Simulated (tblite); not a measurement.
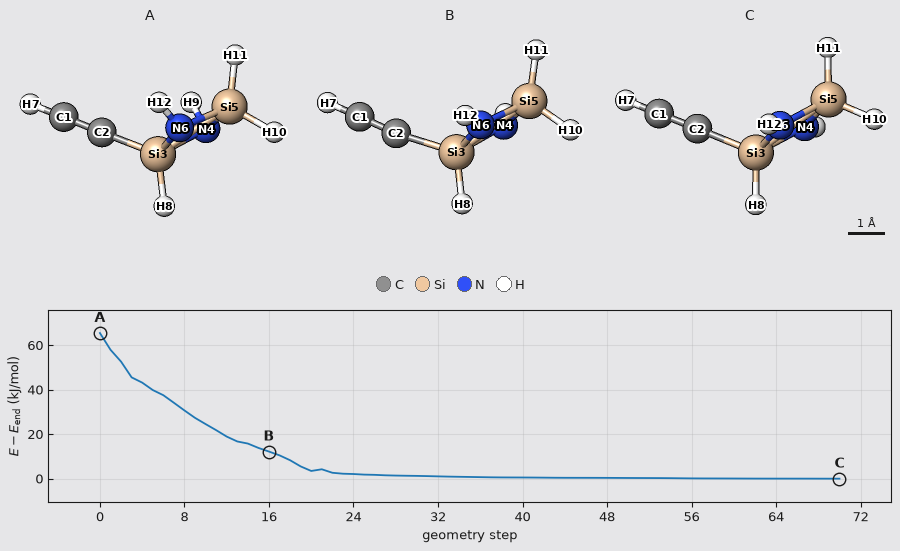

Frames of a relaxation of C2H6N2Si2, marked on the history of the run. Style: ball-and-stick. Shown at a tilt.

The calculation used tblite 0.8.0, GFN2-xTB geometry optimisation, gas phase. 

Question: Describe the path.

Answer: The energy falls by 65.5 kJ/mol in 70 geometry steps. The atom that moves furthest after the best rigid fit is H9 (0.98 Å). By element the largest moves are H 0.98 Å, Si 0.20 Å, N 0.18 Å, C 0.17 Å. Some distances before and after: Si3–Si5 2.481 → 2.607 Å, Si3–N4 1.814 → 1.741 Å, N4–H9 1.071 → 1.002 Å, C2–Si3 1.794 → 1.851 Å. Bond angles that change, for instance: Si3–N4–H9 108.4° → 131.5°, Si5–N4–H9 115.1° → 131.5°, Si5–N6–H12 116.2° → 131.6°. From step 0 to 16: H9 moves most (0.57 Å), energy −53.3 kJ/mol. From step 16 to 70: H9 moves most (0.45 Å), energy −12.2 kJ/mol.

```
step  E − E(0), kJ/mol
   0              0.00
   1             -7.52
   2            -12.86
   3            -19.93
   4            -22.29
   5            -25.63
   6            -27.95
   7            -31.35
   8            -34.81
   9            -38.14
  10            -40.93
  13            -48.75
  16            -53.29
  19            -59.96
  23            -63.25
  26            -63.75
  29            -64.16
  32            -64.44
  35            -64.71
  38            -64.91
  42            -65.01
  45            -65.09
  48            -65.12
  51            -65.19
  54            -65.25
  57            -65.37
  61            -65.43
  64            -65.45
  67            -65.46
  70            -65.48
```
